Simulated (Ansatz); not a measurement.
System: ClFH2OSn.

Input file:

```
crystal:
  periodic: [false, false, false]
  atoms:
    - { symbol: O, position_ang: [0.3627, 0.9281, -1.2508] }
    - { symbol: Sn, position_ang: [0.156, -0.2743, 0.27] }
    - { symbol: F, position_ang: [1.538, -1.6016, 0.1554] }
    - { symbol: Cl, position_ang: [-1.863, -1.3307, 0.1995] }
    - { symbol: H, position_ang: [-0.4604, 1.5727, -1.1856] }
    - { symbol: H, position_ang: [0.3088, 0.6418, 1.7653] }
basis:
  gaussian: { orbitals: def2-SVP }
hamiltonian:
  xc: pbe0
  dispersion: d4
relax:
  f_tol: 0.015
  max_steps: 40
output:
  orbitals: {}
```

Run with:

```sh
ansatz run input.yaml --threads 1 --pin off --max-ram 2048MiB --backend cpu --events-out ev --progress --plain --runs-dir out
```

The fields are those of the relaxed geometry.

Core potentials replace the inner electrons of Sn.

Level of theory: RKS PBE0-D4/def2-SVP (Ansatz).

Predict the electron density and electron localisation function between the atoms.

Sn–F (1.93 Å): the density is about 0.74 e/Å³ at the midpoint; the ELF peaks at about 0.80 in the valence shell of F, 0.5 Å from its nucleus, and drops to about 0.10 between the two atoms.
Sn–O (1.96 Å): ρ at the midpoint is about 0.77 e/Å³; the ELF peaks at about 0.85 in the valence shell of O, 0.6 Å from its nucleus, and drops to about 0.15 between the two atoms.

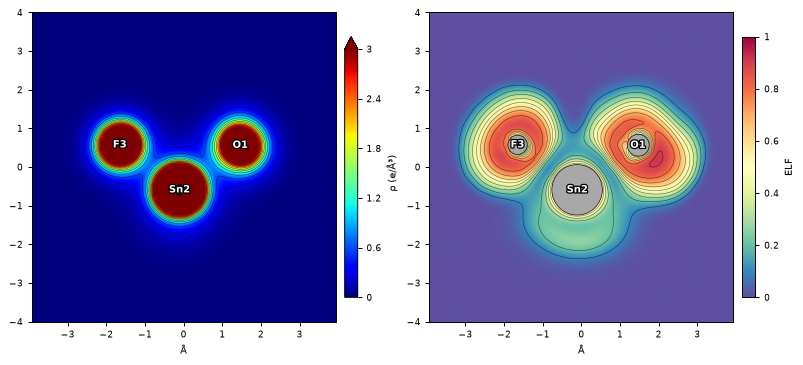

Computed electron density and electron localisation function on the plane of atoms O1, Sn2 and F3, in this order. Grey discs cover the atomic cores in the ELF map. 
